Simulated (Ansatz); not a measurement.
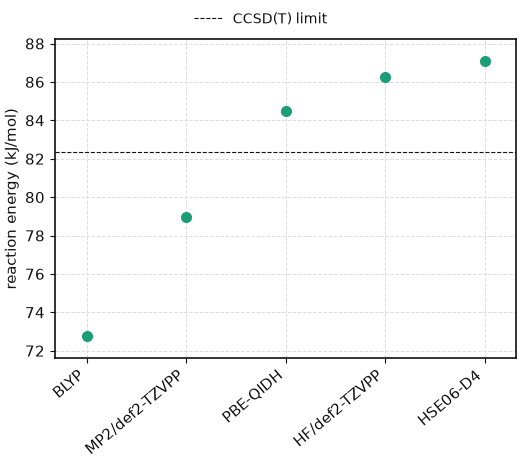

Electronic reaction energy of SnH₃O₂Br ([OH][SnH]([OH])[Br]) + H₂O (O) → SnH₄O₃ ([OH][SnH]([OH])[OH]) + HBr (Br) (SMILES in brackets) at several levels (functionals in def2-TZVPP unless a basis is named), isolated molecules at PBE0-D4 triple-zeta geometries, minima by their frequencies, no zero-point or thermal terms, the Ansatz code. The line is frozen-core CCSD(T) at the basis limit (MP2 extrapolated from triple and quadruple zeta, plus CCSD(T) less MP2 in a smaller set). PBE-QIDH holds a correlation term that converges slowly with the basis, so part of the distance to the limit is basis error. No dispersion term is added to BLYP and PBE-QIDH. The distance of MP2/def2-TZVPP to the limit includes basis error. Core potentials past Kr. The limit lies 7.5 kJ/mol from CCSD(T)/def2-TZVPP, so the line itself is uncertain by a part of that.

**What range do the values span, the line included?**

From 72.8 kJ/mol (BLYP) to 87.1 kJ/mol (HSE06-D4).

**Which level comes closest to the line (CCSD(T) limit), and which misses most?**

Closest PBE-QIDH (84.5 kJ/mol), against 82.3 kJ/mol; farthest BLYP (72.8 kJ/mol).

Caveats: no scalar relativity up to krypton; outer-core shells are correlated without core-valence functions, which makes the correlated values less sure; spin-orbit coupling is left out, and with Sn it can shift these values.
